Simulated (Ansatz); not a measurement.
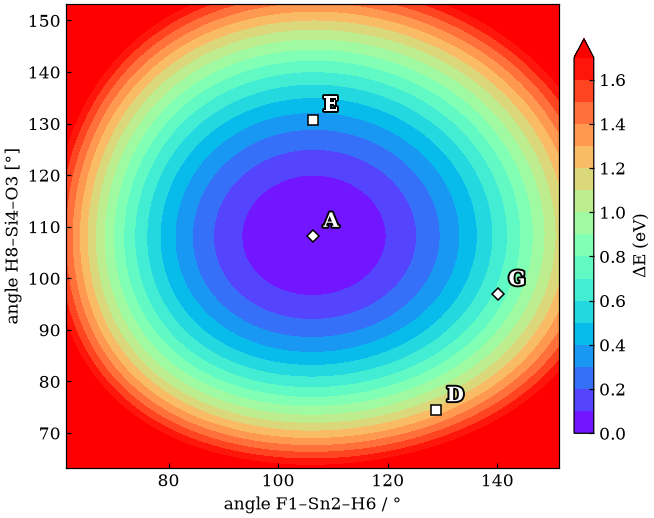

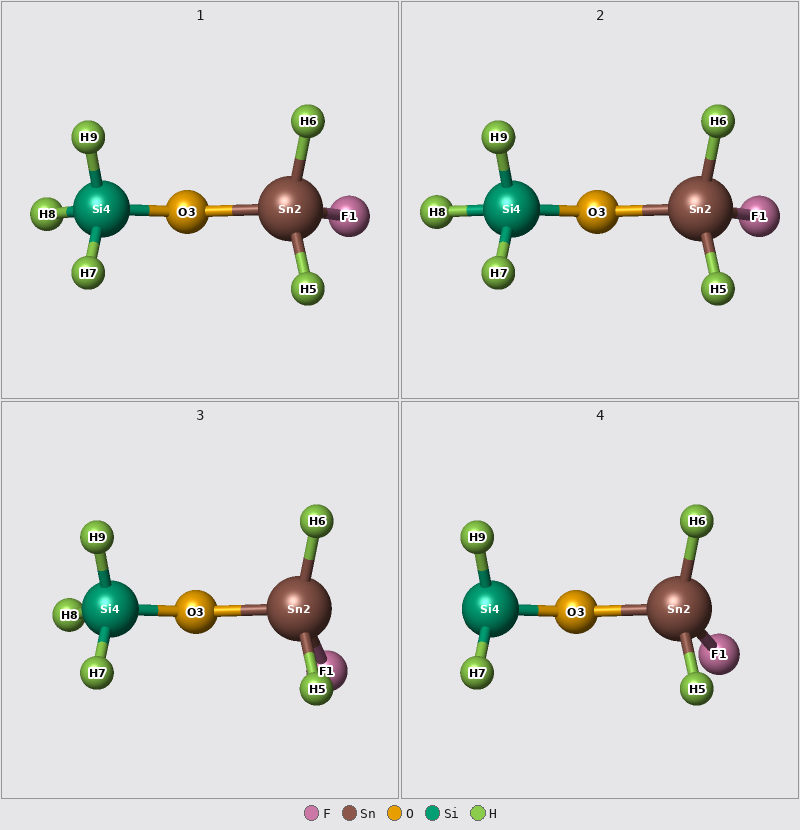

FH5OSiSn, SMILES [F][SnH2][O][SiH3]. The first coordinate is: angle F1–Sn2–H6; the second: angle H8–Si4–O3. Nothing is relaxed (all other coordinates rigid). Grid: 9 × 9 points. Points are written as (first, second). Energies: eV, counted from the lowest grid point. Level of theory: Ansatz, RKS PBE-D4/def2-TZVP.

In the figure: filled contours, one colour for all values above the top of the scale, lettered points. Between grid points the surface is interpolated. The numbered pictures are the structures at these points, in random order.

Which structure belongs to which point?

A is structure 1: (106.3°, 108.2°), 0.00 eV; D is structure 4: (128.8°, 74.4°), 1.23 eV; E is structure 2: (106.3°, 130.7°), 0.35 eV; G is structure 3: (140.1°, 96.9°), 0.73 eV.
